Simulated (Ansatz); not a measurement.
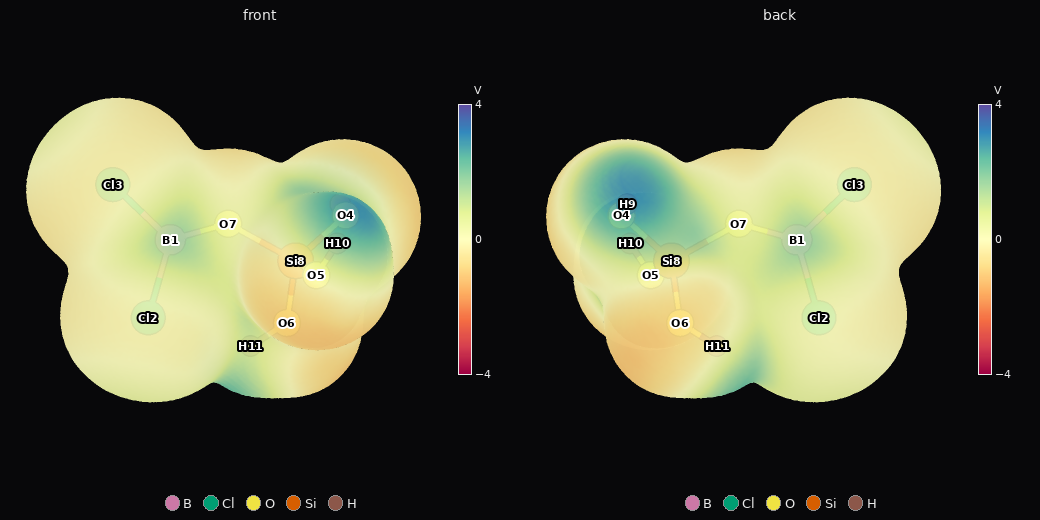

Figure. BCl2H3O4Si (SMILES O[Si](O)(O)OB(Cl)Cl). The molecular electrostatic potential painted on the density surface at 0.002 e/bohr³, seen from the front and from behind; red is negative and blue positive.

Geometry: PBE0-D4/def2-SVP.

Theory: isolated molecule in a Gaussian basis; Kohn-Sham density functional theory, functional PBE0 in Ansatz.

```xyz
11

B    -0.3947    1.0541    0.9737
Cl    0.3942    0.6263    2.5141
Cl   -1.3787    2.5050    0.9370
O    -0.0184   -1.7270   -1.8510
O     2.1764   -0.5938   -0.8682
O     0.6104   -2.1008    0.7472
O    -0.2472    0.3042   -0.1097
Si    0.6535   -1.0675   -0.5163
H    -0.9081   -2.0842   -1.7851
H     2.3485   -0.2828   -1.7613
H     0.7397   -1.7030    1.6169
```

> Describe the electrostatic potential map.

The most negative region (about −1.1 V, or −25 kcal/mol for a unit charge) lies over O5 and O6, the most positive (about +3.0 V, or +69 kcal/mol for a unit charge) over H9 and H10. Cl2 shows a σ-hole: about +0.6 V, or +14 kcal/mol for a unit charge at the tip opposite its bond, against about +0.1 V on its flanks. Cl3 shows a σ-hole: about +0.4 V, or +9 kcal/mol for a unit charge at the tip opposite its bond, against about −0.3 V on its flanks.

> How polar is the molecule by this calculation?

Its dipole moment is 1.13 D.
